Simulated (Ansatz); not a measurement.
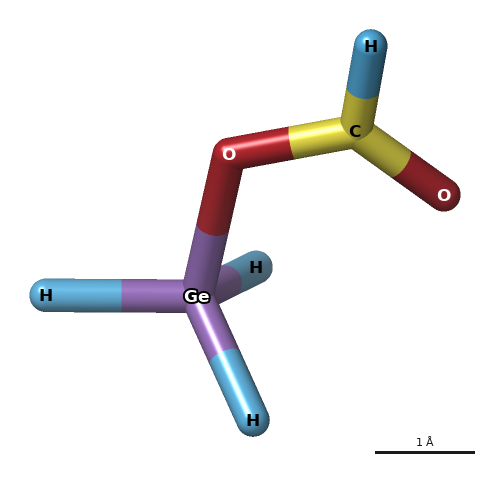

Rendered structure (stick style). Every bond is drawn as one stick, whatever its order.

Computed geometry: PBE0-D4/def2-TZVP optimisation.

Which formula does it have?

Answer. CH4GeO2, 8 atoms: 1 carbon, 4 hydrogen, 1 germanium and 2 oxygen.

What is the point group of this geometry?

Answer. Cs.

What is its SMILES?

Answer. O=C[O][GeH3]

How many bonds of each kind are drawn?

Answer. 3 Ge–H, 2 C–O, 1 Ge–O, 1 C–H.

How many sets of symmetry-equivalent atoms are there?

Answer. 7: 1 O, 1 C, 1 O, 1 Ge, 1 H, 2 H, 1 H.

More results for the same structure follow; atom numbers are the same in all pictures, views and colours differ.

### Shape

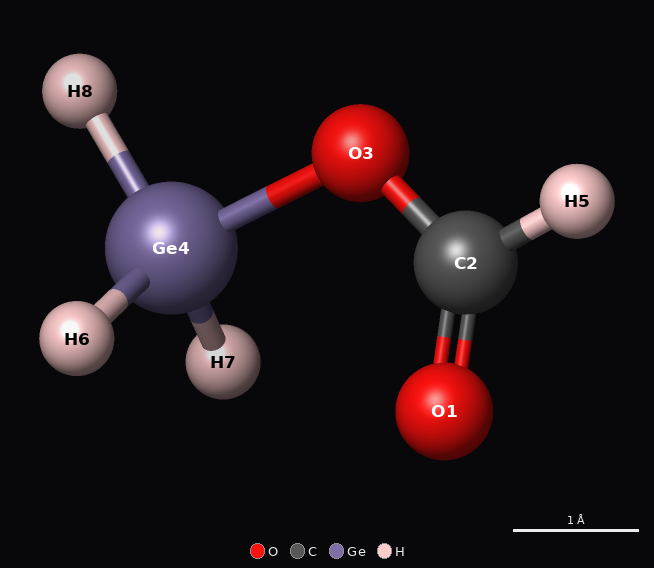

The atoms are numbered.

Estimate the angles O1–C2–O3, O1–C2–H5, O3–C2–H5, C2–O3–Ge4, O3–Ge4–H6, O3–Ge4–H8, H6–Ge4–H7, H6–Ge4–H8.

```csv
angle,degrees
O1–C2–O3,124.7
O1–C2–H5,123.7
O3–C2–H5,111.6
C2–O3–Ge4,113.7
O3–Ge4–H6,108.6
O3–Ge4–H8,100.3
H6–Ge4–H7,113.7
H6–Ge4–H8,112.4
```

### Dipole moment

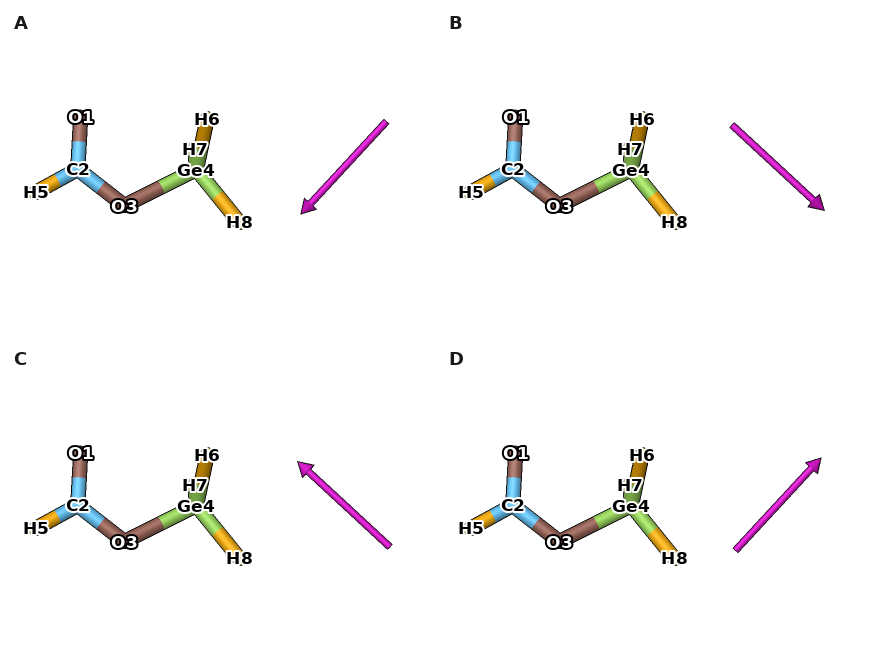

The same molecule four times, each with an arrow. Method: RKS PBE0-D4/def2-TZVP (Ansatz 0.2.0).

Which arrow points along the dipole moment, from the negative to the positive end?

Answer. B. The dipole moment is 1.77 D; it points from the side of O1 to the side of H8 (the outermost atoms at the two ends).

### Electronic properties

Method: RKS PBE0-D4/def2-QZVPP (Ansatz 0.2.0).

What does the calculation give?

- HOMO energy (Kohn–Sham orbital): −8.38 eV
- LUMO energy (Kohn–Sham orbital): −0.22 eV
- HOMO–LUMO gap: 8.17 eV
- dispersion correction: −11.3 kJ/mol

### Thermal motion

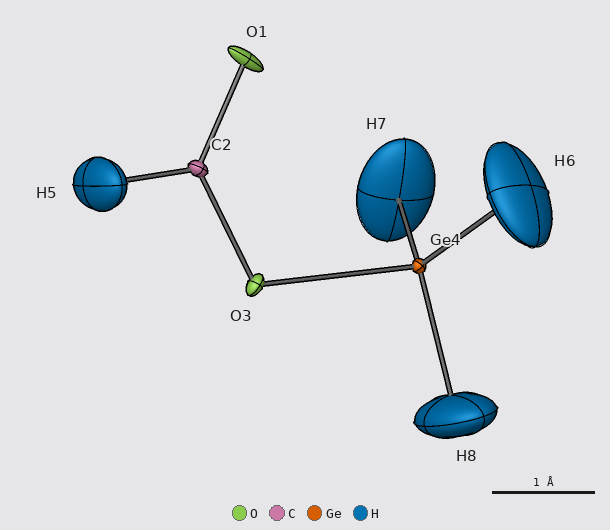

Displacement ellipsoids at the 50 % level, enlarged 1.5 times, from the internal vibrations of the free molecule (harmonic, no overall translation or rotation; no half-axis is drawn under 0.075 Å). Vibrations computed with RKS PBE0-D4/def2-TZVP (Ansatz 0.2.0). Temperature: 200 K.

Which atom has the largest mean-square displacement?

Answer. H6, H7, with U_eq = 0.0322 Å².

Does H7 move more along its bond or across it?

Answer. Across it: the root-mean-square amplitude is 0.087 Å along the bond and up to 0.249 Å across, since bending and torsion are softer than stretching.

List U_eq and the three principal root-mean-square amplitudes for each kind of atom.

```
  atom  U_eq (Å²)   rms amplitudes (Å)
    O1     0.0036  0.022, 0.037, 0.095
    C2     0.0017  0.026, 0.046, 0.048
    O3     0.0020  0.033, 0.045, 0.053
   Ge4    0.00029  0.005, 0.008, 0.028
    H5     0.0195  0.082, 0.115, 0.196
H6, H7     0.0322  0.087, 0.165, 0.249
    H8     0.0319  0.090, 0.156, 0.251
```
